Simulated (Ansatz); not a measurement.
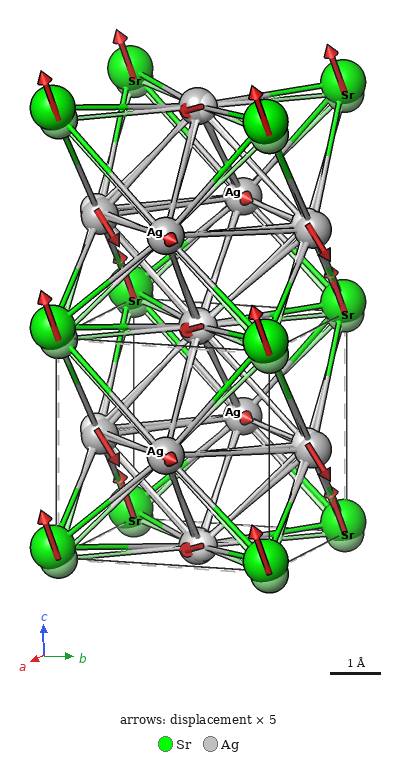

A crystal of SrAg3 (built on the AuCu3 type), drawn pale, and a changed version of it, drawn solid. The red arrows show how the atoms are displaced (without the part that the change of the cell carries along), magnified 5 times. Besides, the cell is strained by +1.9 % along [3 −1 2], +0.9 % along [0 2 1], −0.6 % along [2 2 −3] (volume +2.2 %). A ball-and-stick model of the cell of the calculation, repeated 1 × 1 × 2 with one cell outlined, seen slightly off an axis.

All numbers below come from DFT PBE, scalar-relativistic, plane waves, PAW in Ansatz. (plane-wave cutoff 420 eV; k-point mesh 8 × 8 × 8; occupations gaussian; smearing width 0.05 eV; no spin polarisation)

Q: Describe the displacements and the computed response.

A: Atoms are displaced by up to 0.24 Å (root mean square over those that move 0.19 Å) relative to the cell: Sr 0.24 Å roughly along [1 −1 3]. No relaxation follows. The energy rises by 69.8 meV per atom. Pressure: 0.0 GPa before, 0.6 GPa after. The principal stresses (compression positive) are 1.1 GPa along [2 3 −2], 0.8 GPa roughly along [1 0 1], −0.1 GPa along [1 −2 −2]. The largest force is 1.4 eV/Å, on the Sr atom, along [−1 0 −2]. The forces mostly point back along the displacements (cosine −0.82). Some distances before and after: Ag–Sr 3.232 → 2.969 to 3.625 Å, Ag–Ag 3.232 → 3.006 to 3.478 Å. The space group (tolerance 0.01 Å) goes from Pm-3m (No. 221) to P1 (No. 1).
